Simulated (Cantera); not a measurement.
Charge: 1 mol Si3N4, 0.18 mol H2O, 2.3 mol H2, at 2.30 mbar.

Method: chemical equilibrium by Gibbs-energy minimisation in Cantera with the NASA 1993 tables (ideal gas, pure condensed phases). Candidate condensed phases: H2O, Si, SiO2, Si2N2O, Si3N4; 35 gas species. Mutual solubility and eutectic melting of coexisting phases are not modelled. The tables' values for SiN are old estimates; treat these amounts as uncertain. Gases not in the tables: Si2H6 and higher silanes. Rates play no part.

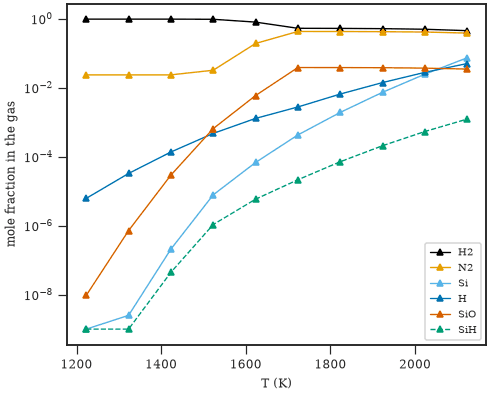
Figure. Equilibrium gas composition (values under 1e-9 drawn at 1e-9)

Task: Read off the mole fractions at 1923 K.

Result: H2 about 0.52, N2 about 0.42, SiO about 0.038, H about 0.014, Si about 0.0074, SiH about 0.00021.
